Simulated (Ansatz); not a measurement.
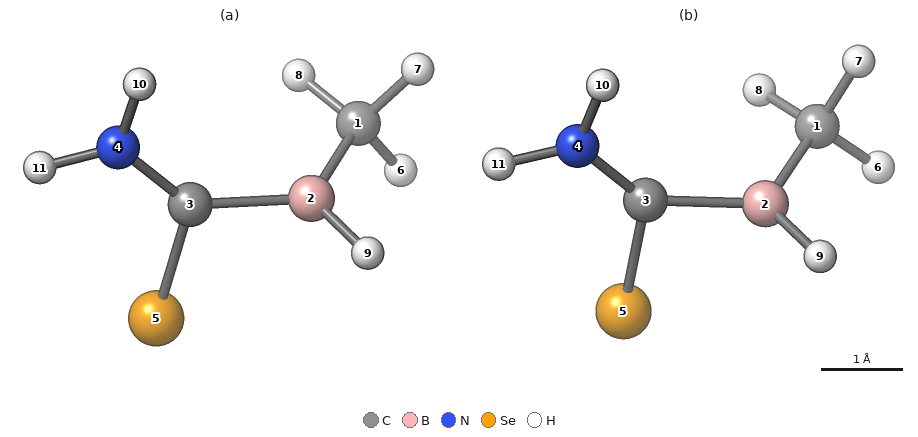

The structure of C₂H₆BNSe before (left) and after (right) a relaxation, at one scale.

The picture is a ball-and-stick view, seen from a free direction.

The start comes from GFN2-xTB.

Method: RKS PBE0-D4/def2-TZVP (Ansatz 0.2.0). Settings: force threshold 0.005 eV/Å; at most 150 steps.

Summarise the run.

The atom that moves furthest after the best rigid fit is H8 (0.28 Å). Largest moves by element: H 0.28 Å, Se 0.16 Å, B 0.14 Å, N 0.07 Å, C 0.07 Å. Among the contacts that change: B2–H9 1.170 → 1.200 Å, C3–N4 1.323 → 1.308 Å, C1–H7 1.090 → 1.098 Å. Bond angles that change, for instance: B2–C3–Se5 100.7° → 89.4°, N4–C3–Se5 123.2° → 130.1°, B2–C3–N4 136.0° → 140.4°. After 9 accepted moves (10 points after the start) the energy has fallen by 0.096 eV. Largest force component: 0.89 eV/Å at the start, 0.00097 eV/Å at the end. The line search rejected the trial step at point 9 of the run.
